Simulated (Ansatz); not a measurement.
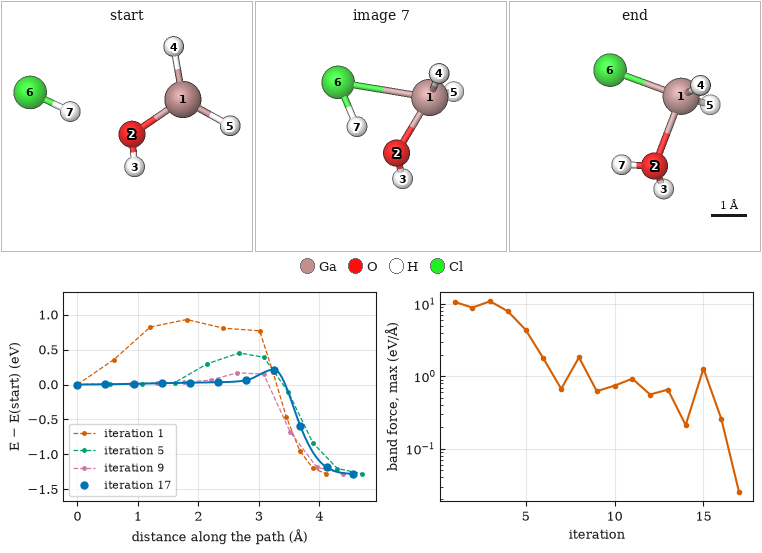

NEB run on GaH4OCl. Images are numbered from 0 (start) to 10 (end). The plot follows the band through its iterations. Style: ball-and-stick. Shown face on.

Method: Ansatz, RHF/def2-SVP. Set-up: 9 movable images; climbing image; force threshold 0.05 eV/Å; iteration limit 60; spring constant 50.0 eV/Å²; starting path through a guess of the saddle point.

How did the profile develop, and is the result final?

Answer. The run is converged, with reservations. The band converged in 17 iterations. The largest component of the band force went from 11 to 0.025 eV/Å. The climbing image converged on the top of the path. Its curvatures weren't checked. The spring constant is far from the usual few eV/Å², which spoils the spacing or the steps. The first iteration put the highest image at 0.93 eV. Forward barrier 0.21 eV, backward barrier 1.49 eV, with image 7 at the top; the reaction energy is −1.28 eV.

Limits of the set-up: Hartree-Fock leaves out electron correlation.
